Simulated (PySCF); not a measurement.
SMILES CC(=O)[SiH2]CC(C)C (C₆H₁₄OSi), singlet, GFN2-xTB optimised geometry. Atoms within 1.6 Å of the plane z = 0.0 Å (x, y, z in Å): C1 (3.43, 1.83, 0.00), C2 (1.92, 1.83, 0.00), O3 (1.28, 2.86, 0.00), Si4 (1.04, 0.12, 0.04), C5 (-0.70, 0.35, -0.67), C6 (-1.71, -0.74, -0.28), C7 (-1.27, -2.11, -0.79), C8 (-3.09, -0.39, -0.83), H9 (3.82, 2.84, 0.07), H10 (3.77, 1.36, -0.92), H11 (3.78, 1.23, 0.83), H12 (1.01, -0.30, 1.45), H13 (1.88, -0.83, -0.71), H15 (-1.07, 1.32, -0.34), H16 (-1.77, -0.78, 0.81), H17 (-0.33, -2.40, -0.34), H18 (-2.02, -2.86, -0.55), H21 (-3.82, -1.13, -0.52), H22 (-3.42, 0.58, -0.46).

Computed with PySCF with B3LYP/def2-SVP. Cells within 0.4 Å of a nucleus heavier than hydrogen are left out (blank, or x).

Map of the Laplacian of the electron density (e/bohr⁵), clipped to [-1.50, 1.50] on the plane z = 0.0 Å:

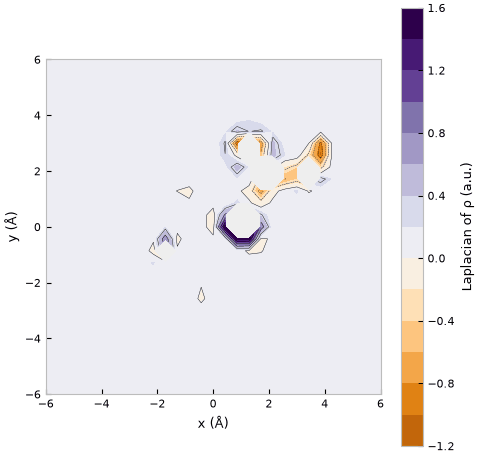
Figure: Laplacian of the electron density (e/bohr⁵), clipped to [-1.50, 1.50] on the plane z = 0.0 Å.
